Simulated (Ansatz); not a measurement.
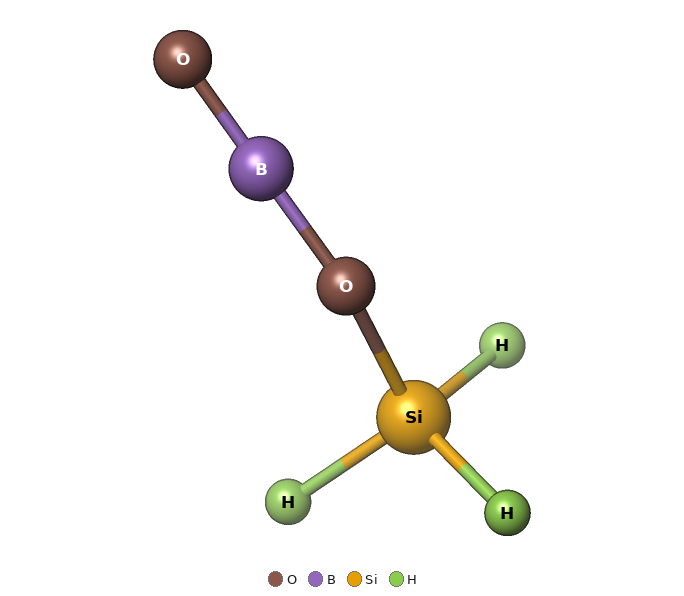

Atoms fade into the background with distance from the viewer. The computed structure is the end point of a PBE0-D4/def2-TZVP optimisation. No frequency run is at hand to confirm it as a minimum.

> Which symmetry elements does this geometry have?

It has 1 mirror plane, so the point group is Cs. The group has 2 operations. The geometry is achiral, and symmetry allows a dipole moment.
